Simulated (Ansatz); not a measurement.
# What CaGeS3 (model cell, started as cubic perovskite with Ge in the octahedra) distorts into, part 3 of 3

Aim: this structure of CaGeS3 (model cell, started as cubic perovskite with Ge in the octahedra) is to be tested for unstable modes, and one is followed downhill.

Ansatz 0.2.0; DFT PBEsol, scalar-relativistic, plane waves, PAW; PAW set soft_1.

So far, highest frequency on the path or at a solved wavevector (cm⁻¹): step 2 (phonons on a q mesh) 376. Also lowest frequency on the path (cm⁻¹): step 2 -167.

The structure was built from a prototype and need not be the compound's stable phase.

**6. Relaxation from the frozen mode**

Starting from the lowest point found, all atoms and the cell are let go, so that strain and other modes of the same symmetry can join in.

input.yaml reads:

```yaml
crystal:
  lattice:
    - [0.0, -4.7007771819, -4.7007771819]
    - [0.0, -4.7007771819, 4.7007771819]
    - [-9.4015543637, -4.7007771819, 0.0]
  atoms:
    - { symbol: Ca, position: [0.75, 0.75, 0.5] }
    - { symbol: Ca, position: [0.25, 0.25, 0.5] }
    - { symbol: Ca, position: [0.508235661, 0.508235661, 1.0] }
    - { symbol: Ca, position: [-0.008235661, -0.008235661, 1.0] }
    - { symbol: Ge, position: [0.372314813, 0.877685187, 0.25] }
    - { symbol: Ge, position: [0.877685187, 0.372314813, 0.25] }
    - { symbol: Ge, position: [0.127685187, 0.622314813, 0.75] }
    - { symbol: Ge, position: [0.622314813, 0.127685187, 0.75] }
    - { symbol: S, position: [0.1430786573, 0.1430786573, 0.2138426854] }
    - { symbol: S, position: [0.6069213427, 0.6069213427, 0.2861573146] }
    - { symbol: S, position: [0.8930786573, 0.8930786573, 0.7138426854] }
    - { symbol: S, position: [0.3569213427, 0.3569213427, 0.7861573146] }
    - { symbol: S, position: [0.625, 0.125, 0.25] }
    - { symbol: S, position: [0.125, 0.625, 0.25] }
    - { symbol: S, position: [0.375, 0.875, 0.75] }
    - { symbol: S, position: [0.875, 0.375, 0.75] }
    - { symbol: S, position: [0.5638192342, -0.0638192342, 0.0] }
    - { symbol: S, position: [-0.0638192342, 0.5638192342, 0.0] }
    - { symbol: S, position: [0.25, 0.75, 0.5] }
    - { symbol: S, position: [0.75, 0.25, 0.5] }
kpoints:
  mp_grid: { grid: [6, 6, 6] }
hamiltonian:
  xc: pbesol
  pseudopotentials: { kind: paw, azcp: { folder: soft_1 }, xc_functional: pbe }
scf:
  occupations: { method: methfessel_paxton, width: 0.2 }
output:
  forces: true
  stress: true
  eigenvalues: true
  write_density: true
  write_potential: true
  elf: true
  volumetric_format: npy
relax:
  adjacent_minimum: "off"
  f_tol: 0.002
  max_steps: 120
  cell: { stress_tol: 0.03 }
```

The run is started by

```console
> ansatz run input.yaml --threads 4 --pin off --max-ram 16384MiB --backend cpu --events-out ev --progress --plain --runs-dir out
```

Numbers of over 12 decimals in the logs are rounded to 6 here.

The log of the run:

```text
[...]
Crystal: 20 atoms, lattice volume = 415.498 Å³
Basis set: ecut = 420 eV, 8127 PW (Γ), exchange–correlation on 90×90×144 points (8 copies of the dense FFT grid, shifted against one another)
Bands: 104, of which v1, the nominal top of the filled ones, is band 84 counted from 1 (83 counted from 0)
Symmetry: 8 space group operations
[...]
k-points: 46 of 216
[...]
SCF iter   1: F=—  HF=-34826.612444 eV  |F-HF|=—  |Δ(HF+E_count)|=         —  Δρ=4.25e-2  dr2=1.44e1  ethr=3.10e-3  ⟨swp⟩=11.5  Hψ=25537  notcnv=0
[...]
SCF iter  11: F=-34822.044854 eV  HF=-34822.044854 eV  |F-HF|=2.12e-8  |Δ(HF+E_count)|=   4.58e-8  S|Δr|=    0.00e0  Δρ=2.80e-6  dr2=5.95e-8  ethr=5.95e-11  ⟨swp⟩=22.5  Hψ=45027  notcnv=0
SCF 1 converged in 11 iterations: F = -34822.044854 eV  dr2 = 5.95e-8
[...]
relax step   1: F+E_penalty+E_count = -34822.04485380 eV  Δ(F+E_penalty+E_count) = +0.000e0 eV  max|allowed force component| = 7.262e-1 eV/Å  Δτ_max = 0.0000 Å  P = -0.240 GPa  Ω = 415.498 Å³  (11 SCF iters, dr2 threshold 1.00e-7 eV, accepted)
Crystal: 20 atoms, lattice volume = 410.033 Å³
Basis set: ecut = 420 eV, 8035 PW (Γ), exchange–correlation on 90×90×144 points (8 copies of the dense FFT grid, shifted against one another)
[...]
SCF iter   9: F=-34822.547007 eV  HF=-34822.547007 eV  |F-HF|=2.86e-7  |Δ(HF+E_count)|=   2.79e-7  S|Δr|=    0.00e0  Δρ=4.64e-6  dr2=3.71e-7  ethr=1.19e-9  ⟨swp⟩=17.5  Hψ=39742  notcnv=0
SCF 2 converged in 9 iterations: F = -34822.547007 eV  dr2 = 3.71e-7
[...]
relax step   2: F+E_penalty+E_count = -34822.54700667 eV  Δ(F+E_penalty+E_count) = -5.022e-1 eV  max|allowed force component| = 5.241e-1 eV/Å  Δτ_max = 0.1597 Å  P = +0.255 GPa  Ω = 410.033 Å³  energy of the carried Pulay correction = +9.965e-4 eV  (9 SCF iters, dr2 threshold 2.00e-6 eV, accepted)
Crystal: 20 atoms, lattice volume = 408.807 Å³
Basis set: ecut = 420 eV, 8001 PW (Γ), exchange–correlation on 90×90×144 points (8 copies of the dense FFT grid, shifted against one another)
[...]
SCF iter   8: F=-34823.007563 eV  HF=-34823.007564 eV  |F-HF|=7.48e-7  |Δ(HF+E_count)|=   1.98e-6  S|Δr|=    0.00e0  Δρ=1.36e-5  dr2=1.69e-6  ethr=1.19e-9  ⟨swp⟩=18.6  Hψ=44261  notcnv=0
SCF 3 converged in 8 iterations: F = -34823.007563 eV  dr2 = 1.69e-6
  Residual-converged pass: ⟨swp⟩=1.0  Hψ=4968  notcnv=0  max |occ|·‖R‖ = 7.1e-9 eV (tolerance 1.0e-8 eV)  dr2=1.69e-6  dr2_onsite=6.19e-8  max |Δocc| = 1.6e-10
relax step   3: F+E_penalty+E_count = -34823.00756316 eV  Δ(F+E_penalty+E_count) = -4.606e-1 eV  max|allowed force component| = 3.910e-1 eV/Å  Δτ_max = 0.1958 Å  P = +0.101 GPa  Ω = 408.807 Å³  energy of the carried Pulay correction = +1.222e-3 eV  (8 SCF iters, dr2 threshold 2.00e-6 eV, accepted)
[... from here on, the SCF cycles and remarks between the steps are left out ...]
relax step   4: F+E_penalty+E_count = -34823.28395522 eV  Δ(F+E_penalty+E_count) = -2.764e-1 eV  max|allowed force component| = 4.022e-1 eV/Å  Δτ_max = 0.1955 Å  P = +0.414 GPa  Ω = 406.240 Å³  energy of the carried Pulay correction = +1.696e-3 eV  (8 SCF iters, dr2 threshold 2.00e-6 eV, accepted)
relax step   5: F+E_penalty+E_count = -34823.47092661 eV  Δ(F+E_penalty+E_count) = -1.870e-1 eV  max|allowed force component| = 1.687e-1 eV/Å  Δτ_max = 0.1954 Å  P = +0.379 GPa  Ω = 407.915 Å³  energy of the carried Pulay correction = +1.386e-3 eV  (8 SCF iters, dr2 threshold 2.00e-6 eV, accepted)
relax step   6: F+E_penalty+E_count = -34823.51269305 eV  Δ(F+E_penalty+E_count) = -4.177e-2 eV  max|allowed force component| = 8.833e-2 eV/Å  Δτ_max = 0.0729 Å  P = -0.391 GPa  Ω = 413.222 Å³  energy of the carried Pulay correction = +4.134e-4 eV  (8 SCF iters, dr2 threshold 2.00e-6 eV, accepted)
relax step   7: F+E_penalty+E_count = -34823.52312590 eV  Δ(F+E_penalty+E_count) = -1.043e-2 eV  max|allowed force component| = 1.743e-1 eV/Å  Δτ_max = 0.0441 Å  P = +0.255 GPa  Ω = 408.934 Å³  energy of the carried Pulay correction = +1.199e-3 eV  (7 SCF iters, dr2 threshold 1.83e-6 eV, accepted)
relax step   8: F+E_penalty+E_count = -34823.52983074 eV  Δ(F+E_penalty+E_count) = -6.705e-3 eV  max|allowed force component| = 1.970e-2 eV/Å  Δτ_max = 0.0142 Å  P = +0.043 GPa  Ω = 410.072 Å³  energy of the carried Pulay correction = +9.893e-4 eV  (6 SCF iters, dr2 threshold 1.90e-6 eV, accepted)
relax step   9: F+E_penalty+E_count = -34823.53036849 eV  Δ(F+E_penalty+E_count) = -5.378e-4 eV  max|allowed force component| = 1.529e-2 eV/Å  Δτ_max = 0.0044 Å  P = -0.012 GPa  Ω = 410.324 Å³  energy of the carried Pulay correction = +9.431e-4 eV  (7 SCF iters, dr2 threshold 3.45e-8 eV, accepted)
relax step  10: F+E_penalty+E_count = -34823.53084168 eV  Δ(F+E_penalty+E_count) = -4.732e-4 eV  max|allowed force component| = 1.323e-2 eV/Å  Δτ_max = 0.0102 Å  P = -0.014 GPa  Ω = 410.089 Å³  energy of the carried Pulay correction = +9.863e-4 eV  (8 SCF iters, dr2 threshold 1.46e-8 eV, accepted)
relax step  11: F+E_penalty+E_count = -34823.53091719 eV  Δ(F+E_penalty+E_count) = -7.551e-5 eV  max|allowed force component| = 2.623e-3 eV/Å  Δτ_max = 0.0023 Å  P = +0.004 GPa  Ω = 410.002 Å³  energy of the carried Pulay correction = +1.002e-3 eV  (7 SCF iters, dr2 threshold 1.09e-8 eV, accepted)
relax step  12: F+E_penalty+E_count = -34823.53091766 eV  Δ(F+E_penalty+E_count) = -4.695e-7 eV  max|allowed force component| = 8.022e-4 eV/Å  Δτ_max = 0.0005 Å  P = +0.000 GPa  Ω = 410.025 Å³  energy of the carried Pulay correction = +9.981e-4 eV  (7 SCF iters, dr2 threshold 4.30e-10 eV, accepted)
[...]
SCF iter   6: F=-34823.532628 eV  HF=-34823.532628 eV  |F-HF|=0.00e0  |Δ(HF+E_count)|=  2.40e-10  S|Δr|=    0.00e0  Δρ=4.22e-8  dr2=3.26e-11  ethr=1.00e-12  ⟨swp⟩=10.8  Hψ=26921  notcnv=0
SCF 13 converged in 6 iterations: F = -34823.532628 eV  dr2 = 3.26e-11
relax step  13: F+E_penalty+E_count = -34823.53262813 eV  Δ(F+E_penalty+E_count) = -1.710e-3 eV  max|allowed force component| = 8.714e-4 eV/Å  Δτ_max = 0.0000 Å  P = +0.003 GPa  Ω = 410.025 Å³  stress off target by 2.10e-2 GPa  SCF on the basis re-selected at this cell (its energy is not comparable with the rows above)  (6 SCF iters)
basis re-selected at this cell: Δ(F+E_penalty+E_count) = -1.710e-3 eV, ΔP = +0.003 GPa vs the last step (what re-selecting the basis moved, of the pressure what is left beyond the Pulay correction that the steps carried, after the strain that the cell walked since its last selection, with what the two solves' SCF thresholds leave and, on support functions, any second-order correction that the steps lacked; it is no m [...]
SCF converged after 6 iterations
[...]
Free energy (F): -34823.532628 eV
[...]
Internal energy: -34823.546700 eV  (E = F + TS)
E sigma→0 (E₀):  -34823.536146 eV
Entropy (-TS):   0.014072 eV (0.704 meV/atom)
Fermi energy:    7.490480 eV
[...]
--- Forces (eV/Å), atoms counted from 1 ---
  atom   1  Ca     0.00000000    -0.00000000     0.00000000
  atom   2  Ca     0.00000000    -0.00000000     0.00000000
  atom   3  Ca     0.00000000    -0.00017445     0.00000000
  atom   4  Ca     0.00000000     0.00017445     0.00000000
  atom   5  Ge    -0.00030172    -0.00000000     0.00008844
  atom   6  Ge    -0.00030172     0.00000000    -0.00008844
  atom   7  Ge     0.00030172     0.00000000    -0.00008844
  atom   8  Ge     0.00030172    -0.00000000     0.00008844
  atom   9  S      0.00034652     0.00000000     0.00000000
  atom  10  S      0.00063072     0.00000000     0.00000000
  atom  11  S     -0.00063072     0.00000000     0.00000000
  atom  12  S     -0.00034652     0.00000000     0.00000000
  atom  13  S      0.00027702     0.00000000     0.00000000
  atom  14  S      0.00027702     0.00000000    -0.00000000
  atom  15  S     -0.00027702     0.00000000    -0.00000000
  atom  16  S     -0.00027702     0.00000000     0.00000000
  atom  17  S      0.00000000     0.00000000    -0.00087141
  atom  18  S      0.00000000     0.00000000     0.00087141
  atom  19  S      0.00000000    -0.00000000     0.00000000
  atom  20  S      0.00000000    -0.00000000     0.00000000
  max |Σ_I F_I| component: 1.73e-18 eV/Å
--- Stress (GPa, compression-positive) ---
       -0.000215       0.000000       0.000000
        0.000000       0.020955       0.000000
        0.000000       0.000000      -0.011400
  P = ⅓ Tr σ = 0.0031 GPa (0.031 kbar)
--- Band table (eV; the first three rows and the last of 46) ---
  k-point 0: bands = [... 80 lower, 6.7556, 7.2076, 7.2446, 7.4716, 7.9318, 8.1963, 8.8107, 9.6186, ... 16 higher]
  k-point 1: bands = [... 80 lower, 6.8958, 7.2075, 7.2239, 7.2496, 8.0170, 8.1799, 8.7910, 9.5332, ... 16 higher]
  k-point 2: bands = [... 80 lower, 7.0477, 7.1819, 7.1824, 7.3190, 8.2733, 8.3137, 8.7329, 9.3920, ... 16 higher]
  k-point 45: bands = [... 80 lower, 6.4478, 6.9812, 7.0855, 7.5147, 7.6856, 8.5853, 9.1010, 9.3496, ... 16 higher]
--- Relaxed structure (12 steps of the walk, 12 accepted, 1 SCFs on fresh bases) ---
  F+E_penalty+E_count = -34823.53262813 eV   max|allowed force component| = 8.714e-4 eV/Å   (the final SCF, on the basis selected at the relaxed cell)
  cell:  # Å, volume = 410.0246 Å³
    - [0.0, -4.982295, -4.359097]
    - [0.0, -4.982295, 4.359097]
    - [-9.439609, -4.982295, 0.0]
  atoms:
    - { symbol: Ca, position: [0.75, 0.75, 0.5] }
    - { symbol: Ca, position: [0.25, 0.25, 0.5] }
    - { symbol: Ca, position: [0.497657, 0.497657, 1.0] }
    - { symbol: Ca, position: [0.00234274, 0.00234274, 1.0] }
    - { symbol: Ge, position: [0.379733, 0.881699, 0.238568] }
    - { symbol: Ge, position: [0.881699, 0.379733, 0.238568] }
    - { symbol: Ge, position: [0.120267, 0.618301, 0.761432] }
    - { symbol: Ge, position: [0.618301, 0.120267, 0.761432] }
    - { symbol: S, position: [0.170064, 0.170064, 0.159871] }
    - { symbol: S, position: [0.568462, 0.568462, 0.363076] }
    - { symbol: S, position: [0.931538, 0.931538, 0.636924] }
    - { symbol: S, position: [0.329936, 0.329936, 0.840129] }
    - { symbol: S, position: [0.624284, 0.124284, 0.251431] }
    - { symbol: S, position: [0.124284, 0.624284, 0.251431] }
    - { symbol: S, position: [0.375716, 0.875716, 0.748569] }
    - { symbol: S, position: [0.875716, 0.375716, 0.748569] }
    - { symbol: S, position: [0.581148, -0.081148, -3.5865013656134547e-19] }
    - { symbol: S, position: [-0.081148, 0.581148, -3.5865013656134547e-19] }
    - { symbol: S, position: [0.250000, 0.750000, 0.5] }
    - { symbol: S, position: [0.750000, 0.250000, 0.5] }
```

The job ended after 13 min (4 threads of Arm Neoverse V1, shared host; peak memory 2.1 GiB).

Step by step:

```
step  energy less that of the first step (eV)  largest force component (eV/Å)  pressure (GPa)  volume (Å³)
   1                                   0.0000                          0.7262           -0.24       415.50
   2                                  -0.5022                          0.5241            0.26       410.03
   3                                  -0.9627                          0.3910            0.10       408.81
   4                                  -1.2391                          0.4022            0.41       406.24
   5                                  -1.4261                          0.1687            0.38       407.91
   6                                  -1.4678                          0.0883           -0.39       413.22
   7                                  -1.4783                          0.1743            0.26       408.93
   8                                  -1.4850                          0.0197            0.04       410.07
   9                                  -1.4855                          0.0153           -0.01       410.32
  10                                  -1.4860                          0.0132           -0.01       410.09
  11                                  -1.4861                          0.0026            0.00       410.00
  12                                  -1.4861                          0.0008            0.00       410.02
 13*                                  -1.4878                          0.0009            0.00       410.02
```

Relaxation steps marked * repeat the geometry before them on a plane-wave basis chosen anew for their cell, so energy and pressure can jump there.

Forces are held to the 8 operations that the run works with; a distortion that breaks them can't arise in this run.

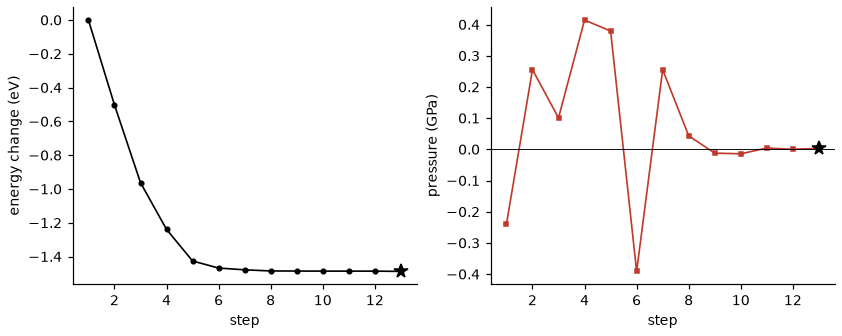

Energy and pressure along the relaxation. Stars mark steps on a basis chosen anew.

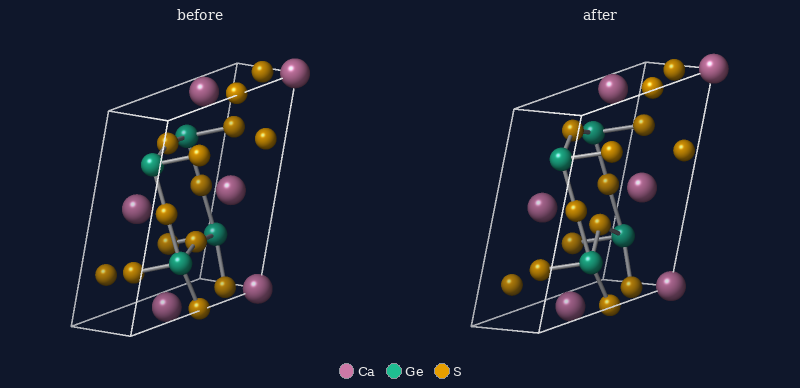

Before and after, at one scale.

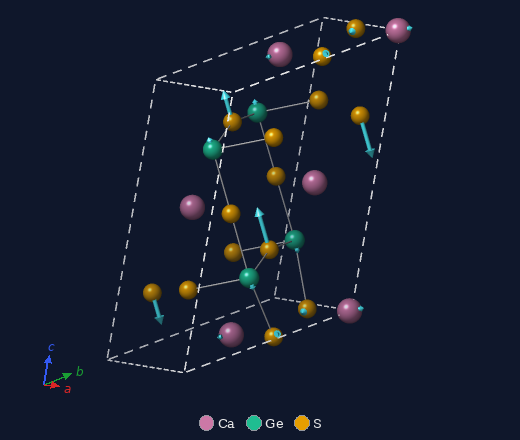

Displacements in the relaxation, exaggerated, measured against the changing cell; the longest in the cell stands for 0.73 Å. Some periodic images of atoms are drawn too.

```
conventional cell, symmetrised  before   after  change
                         a (Å)   9.402   8.718  -7.3 %
                         b (Å)   9.402   9.965  +6.0 %
                         c (Å)  18.803  18.879  +0.4 %
              volume (Å³/atom)   20.77   20.50  -1.3 %
```

The atoms that moved most (Å, as changes of fractional coordinates times the final cell):

| atom | dx | dy | dz | length |
| --- | --- | --- | --- | --- |
| S10 | -0.726 | 0.000 | 0.000 | 0.726 |
| S11 | 0.726 | 0.000 | 0.000 | 0.726 |
| S12 | -0.509 | 0.000 | 0.000 | 0.509 |
| S9 | 0.509 | 0.000 | 0.000 | 0.509 |
| S18 | 0.000 | 0.000 | 0.151 | 0.151 |
| S17 | 0.000 | 0.000 | -0.151 | 0.151 |
| Ge7 | -0.108 | 0.000 | 0.015 | 0.109 |
| Ge8 | -0.108 | 0.000 | -0.015 | 0.109 |

Final coordinates:

```xyz
20
Lattice="0.0000 -4.9823 -4.3591 0.0000 -4.9823 4.3591 -9.4396 -4.9823 0.0000" Properties=species:S:1:pos:R:3 pbc="T T T"
Ca   -4.7198   -9.9646    0.0000
Ca   -4.7198   -4.9823    0.0000
Ca   -9.4396   -9.9412    0.0000
Ca   -9.4396   -5.0056    0.0000
Ge   -2.2520   -7.4734    2.1881
Ge   -2.2520   -7.4734   -2.1881
Ge   -7.1876   -7.4734    2.1710
Ge   -7.1876   -7.4734   -2.1710
S    -1.5091   -2.4911    0.0000
S    -3.4273   -7.4734    0.0000
S    -6.0123  -12.4557    0.0000
S    -7.9305   -7.4734    0.0000
S    -2.3734   -4.9823   -2.1795
S    -2.3734   -4.9823    2.1795
S    -7.0662   -9.9646    2.1795
S    -7.0662   -9.9646   -2.1795
S     0.0000   -2.4911   -2.8870
S     0.0000   -2.4911    2.8870
S    -4.7198   -7.4734    2.1795
S    -4.7198   -7.4734   -2.1795
```

This step gave:

| Quantity | Value |
| --- | --- |
| pressure | 0.003113 GPa |
| volume per atom | 20.50 Å³ |

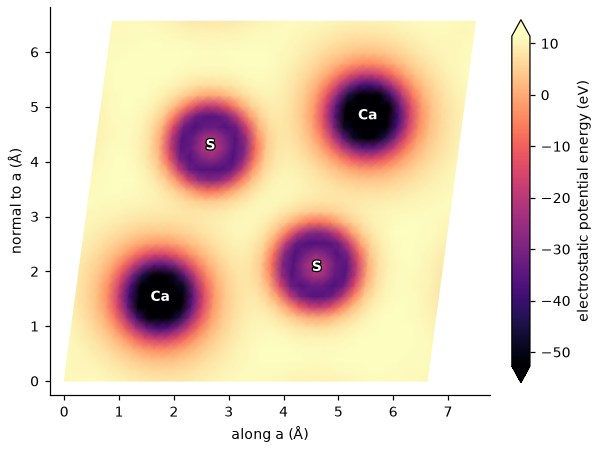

Electrostatic potential energy in the ab plane at fractional z = 0.000, with atoms of Ca and S within 0.2 Å of it. With pseudopotentials it is smooth inside the atoms' cores, unlike the true potential. The map starts off the cell's origin, so that atoms lie inside it.

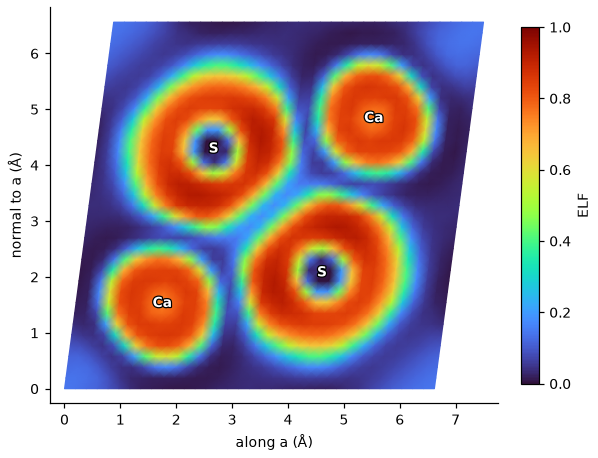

ELF in the ab plane at fractional z = 0.000, with atoms of Ca and S within 0.2 Å of it. It is the smooth field of the valence electrons, not physical close to the nuclei. The map starts off the cell's origin, so that atoms lie inside it.

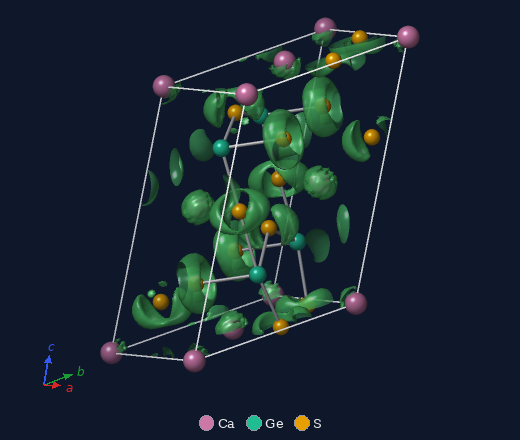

Surface of ELF = 0.85.

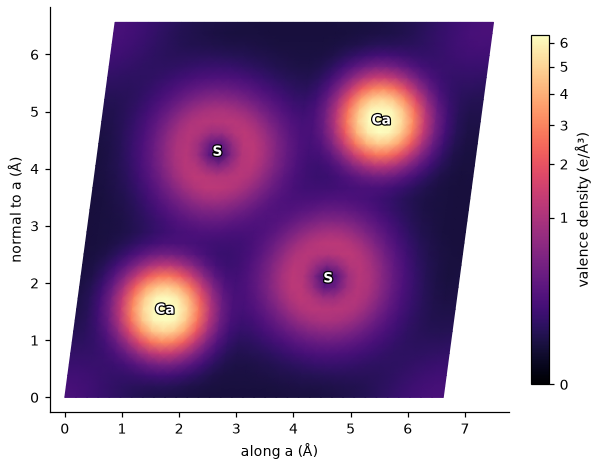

Valence density in the ab plane at fractional z = 0.000, with atoms of Ca and S within 0.2 Å of it. It is the smooth field of the valence electrons, not physical close to the nuclei. The map starts off the cell's origin, so that atoms lie inside it. The colour scale is stretched toward low values.

The distorted start has space group Fmmm; the relaxation ends in Fmmm.

**7. Results**

- unstable mode of the parent: q = (0.25, -0.5, -0.5), 167i cm⁻¹
- depth at the lowest point sampled: 43.7 meV/atom
- largest atomic shift at that point: 0.6 Å
- space group reached (within 0.01 Å): Fmmm
- energy gained over the parent (first relaxation, on the mesh of the frozen mode): 118 meV/atom
- volume per atom, phase reached: 20.5 Å³

In words: Along this mode the structure falls into Fmmm, 118 meV/atom below the parent. At the parent's cell the well is 43.74 meV/atom deep on the steps tried, with its lowest point at a shift of 0.6 Å. That is the last step tried, so the steps alone don't bracket the bottom of the well. Relaxing atoms and cell changes the gain by +74.58 meV/atom against the lowest step (energies at zero smearing). Most of the total comes from this relaxation. The modes of the phase reached were not computed on this path. Of the 6 patterns followed to their end from this parent, this one ends 63.2 meV/atom above the lowest, R-3c. Each path keeps the symmetry of its pattern, so a lower phase may lie along a pattern not tried. With no gap, or one that is small against the smearing, the frequencies hang on the k mesh and the smearing, most of all near Kohn anomalies. The PAW files were made for PBE and serve the other functionals too. The starting cell was built on a prototype and not taken from a measurement, so the phase need not exist.

[Logs are printed without paths, hosts, clocks, repeated set-up lines and the standing remarks that a program may print on its own settings, such as how far it seeks lower states.]

[Hosts, paths, dates, database ids (printed as entryN), source tags and the programs' standing remarks are cut or masked in the printed files.]
